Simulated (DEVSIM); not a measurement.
System: Schottky contact on n-type In0.53Ga0.47As, at 350 K.

```tsv
layer (left to right)	material	thickness (μm)	Nd (cm⁻³)	τn (s)	τp (s)
1	In0.53Ga0.47As	0.630	5.4e15	2.9e-9	2.9e-9
```

Left contact: Schottky, work function 5.1 eV, emission velocity 4.3e6 cm/s. Right contact: ohmic. Voltage is applied to the left contact. Recombination: SRH at mid-gap, radiative. Mobility is μmin + (μ − μmin)/(1 + (N/Nref)^α).

This is a model device: material constants are rounded textbook-type values typed into the input, and sizes, dopings and lifetimes were drawn at random. Values at 300 K; Nc and Nv go as T^1.5, mobilities as T to minus their exponent, the gap by Varshni's rule with the affinity fixed.

```tsv
parameter	In0.53Ga0.47As
gap (eV)	0.74
affinity (eV)	4.51
permittivity	13.9
Nc (cm⁻³)	2.1e17
Nv (cm⁻³)	7.7e18
μn (cm²/Vs)	12000
μp (cm²/Vs)	300
μn,min	300
μp,min	10
Nref,n	1.3e17
Nref,p	4.9e17
αn	0.48
αp	0.4
T exponent of μn	1.6
T exponent of μp	1.6
B (cm³/s)	9.6e-11
Varshni α (eV/K)	0.00035
Varshni β (K)	190
```

DEVSIM, 1D drift-diffusion, Boltzmann statistics, complete ionisation; no tunnelling, impact ionisation, image-force lowering or self-heating. Metal contacts follow the ideal Schottky-Mott rule: no Fermi-level pinning, no interface dipoles.

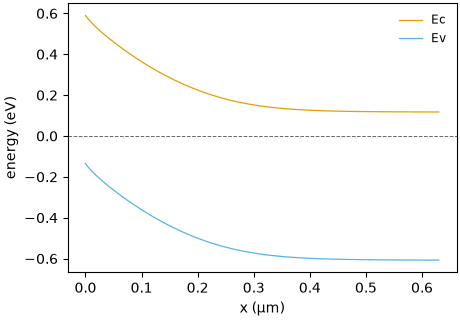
Fig. 1. Band edges at zero bias

Energies count from the Fermi level of the right contact; mesh points crowd at the junctions.

```
x (μm)    Ec (eV)  Ev (eV)  n (cm⁻³)  p (cm⁻³)  field (V/cm)
--------  -------  -------  --------  --------  ------------
0.000       0.590   -0.135     8.5e8    1.1e17        -38000
0.006606    0.567   -0.158     1.8e9    5.2e16        -32000
0.01489     0.543   -0.182     4.0e9    2.3e16        -27000
0.02526     0.516   -0.209     9.7e9    9.6e15        -24000
0.04330     0.475   -0.250    3.8e10    2.4e15        -22000
0.06088     0.438   -0.287    1.3e11    7.1e14        -20000
0.08291     0.395   -0.330    5.5e11    1.7e14        -19000
0.1212      0.329   -0.396    4.9e12    1.9e13        -16000
0.1585      0.274   -0.451    3.0e13    3.1e12        -13000
0.2053      0.219   -0.506    1.9e14    5.1e11        -10000
0.2639      0.171   -0.554    9.1e14    1.0e11         -6400
0.3514      0.135   -0.590    3.0e15    3.1e10         -2400
0.4130      0.125   -0.600    4.3e15    2.2e10         -1100
0.4622      0.121   -0.604    4.8e15    1.9e10          -520
0.5126      0.119   -0.606    5.1e15    1.8e10          -250
0.5416      0.118   -0.607    5.2e15    1.8e10          -170
0.5647      0.118   -0.607    5.3e15    1.8e10          -130
0.5832      0.118   -0.607    5.3e15    1.8e10          -100
0.6021      0.118   -0.607    5.4e15    1.7e10           -90
0.6130      0.118   -0.607    5.4e15    1.7e10           -85
0.6217      0.117   -0.607    5.4e15    1.7e10           -83
0.6300      0.117   -0.608    5.4e15    1.7e10           -82
```
